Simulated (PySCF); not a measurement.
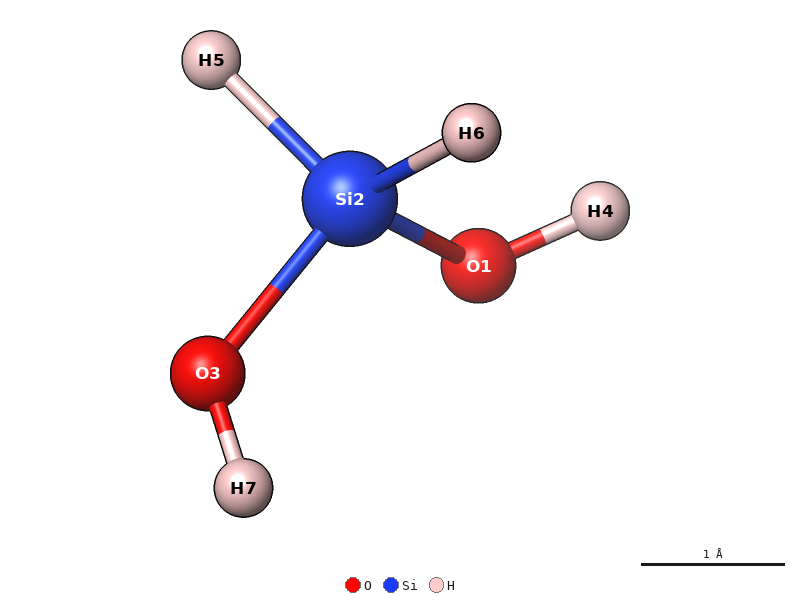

Numbered structure. Geometry: a frame of a GFN2-xTB molecular-dynamics simulation, not a minimum.

List the bonds and their lengths.

| bond | length (Å) | order |
| --- | --- | --- |
| O1–Si2 | 1.620 | single |
| O1–H4 | 0.937 | single |
| Si2–O3 | 1.626 | single |
| Si2–H5 | 1.407 | single |
| Si2–H6 | 1.507 | single |
| O3–H7 | 0.906 | single |
